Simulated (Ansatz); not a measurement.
# What Sr → Rb does to Sr

Base system: Sr in the fcc (Cu type) structure (space group Fm-3m, No. 225; a = 5.923 Å).

Perturbation: every Sr is replaced by Rb; the structure is relaxed again.

Computed with PBEsol (Ansatz, a first-principles code; PAW; 420 eV plane waves; no spin-orbit coupling). Settings: 12×12×12 k-points, 0.05 eV Fermi–Dirac smearing, for the changed cell.

```json
{
  "volume_per_atom": "86.35 Å³ (base 51.93 Å³)",
  "density": "1.64 g/cm³ (base 2.80 g/cm³)",
  "lattice_parameter_a": "7.016 Å (base 5.923 Å)",
  "space_group": "Fm-3m (No. 225) (base Fm-3m (No. 225))",
  "band_gap": "zero (base zero)"
}
```

Final structure:

```
Rb
1.0
    0.00000     3.50811     3.50811
    3.50811     0.00000     3.50811
    3.50811     3.50811     0.00000
Rb
1
Direct
  0.00000   0.00000   0.00000
```

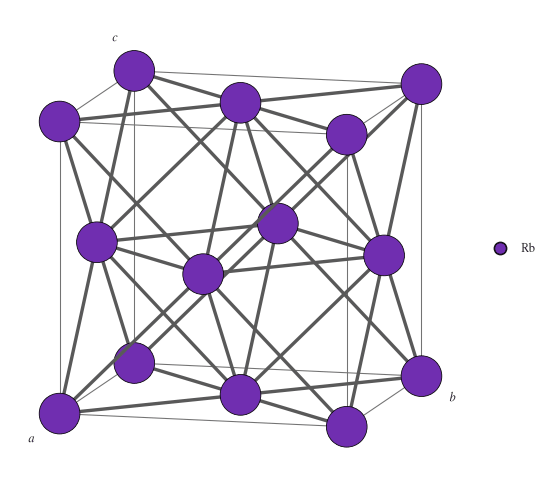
Fig. 1. The relaxed conventional cell after the change

Stability against distortions was not tested. For Rb in this form, whether it has been made was not checked. This is not the structure that Rb has at room temperature and ambient pressure.
